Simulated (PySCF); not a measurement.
Cl$_{3}$Ga$_{3}$O$_{3}$

```xyz
9

Ga    0.2371    1.7799   -0.1361
Cl    0.4929    3.8732   -0.3018
O    -1.1740    1.0889    0.7000
Ga   -1.4439   -0.6658    0.8152
Cl   -3.1384   -1.4952    1.7690
O    -0.2210   -1.7327    0.0898
Ga    1.2460   -1.1154   -0.7008
Cl    2.7111   -2.4526   -1.4305
O     1.4229    0.6501   -0.8306
```

Geometry: PBE0-D3(BJ)/def2-SVP.

These are results of CAM-B3LYP/def2-SVPD, SCF density, gas phase (PySCF), not measurements.

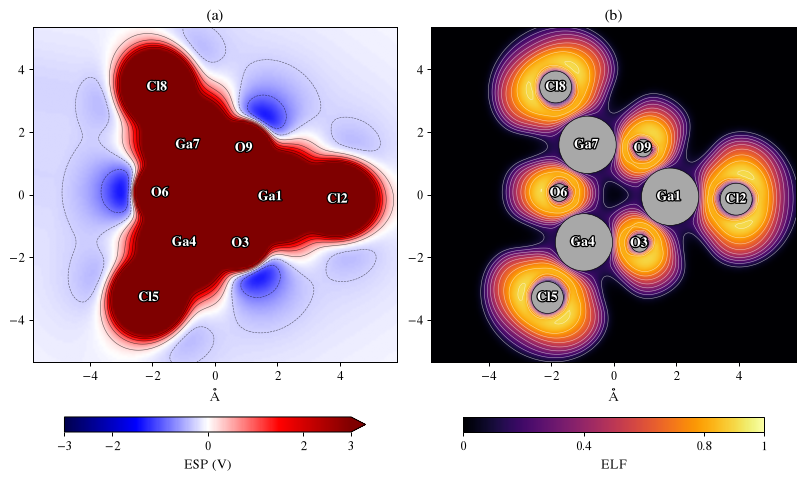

Figure 1. (a) electrostatic potential; (b) electron localisation function on the molecular plane. Grey discs cover the atomic cores in the ELF map.

Question: What does the map show?

Answer: The plane passes through Ga, Cl and O nuclei. Ga–O (1.78 Å): the ELF peaks at about 0.80 in the valence shell of O, 0.6 Å from its nucleus, and is about 0.25 at the midpoint. Ga–Cl (2.11 Å): the ELF peaks at about 0.85 in the valence shell of Cl, 0.8 Å from its nucleus, and is about 0.60 at the midpoint. The ELF also peaks beside Cl5, O3, Cl2, O6, O9 and Cl8, away from the bonds: lone-pair regions. Outside the dense part of the molecule the potential is most negative (−1.4 V) near O3, O6 and O9.

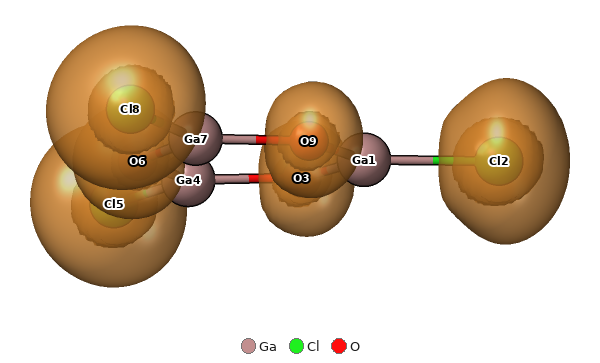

Figure 2. Isosurface of the ELF at 0.75 (orange), seen from one side. Only the valence region is drawn (cores and ρ < 0.01 e/Å³ removed).

Question: What do the ELF domains correspond to?

Answer: The ELF exceeds this value in three regions wrapped around Cl (the valence shell of each) and three regions wrapped around O (the valence shell of each).

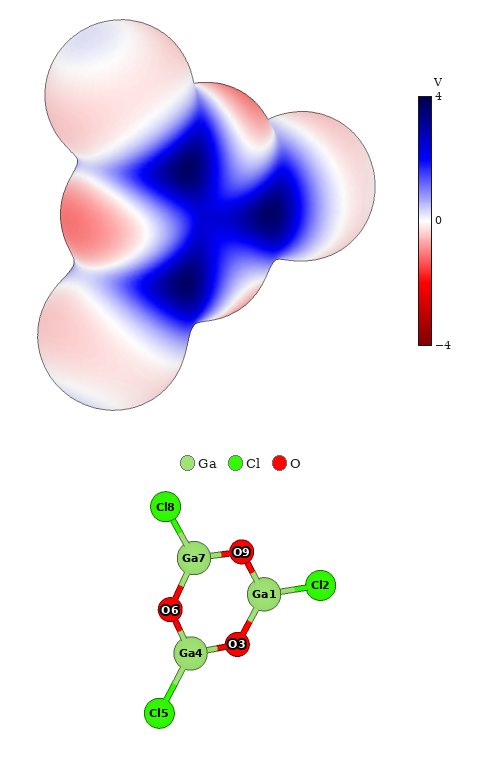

Figure 3. The electrostatic potential painted on the density surface at 0.002 e/bohr³, seen at a tilt; red is negative and blue positive. The bare structure is drawn below in the same view.

Question: Where is the surface potential most negative and most positive?

Answer: The most negative region (about −1.0 V, or −23 kcal/mol for a unit charge) lies over O3, O6 and O9, the most positive (about +3.7 V, or +85 kcal/mol for a unit charge) over Ga1, Ga4 and Ga7. Cl2 shows a σ-hole: about +0.2 V at the tip opposite its bond, against about −0.2 V on its flanks. Cl5 shows a σ-hole: about +0.2 V at the tip opposite its bond, against about −0.2 V on its flanks. Cl8 shows a σ-hole: about +0.2 V at the tip opposite its bond, against about −0.2 V on its flanks.

Question: How polar is the molecule by this calculation?

Answer: Its dipole moment is 0.08 D.
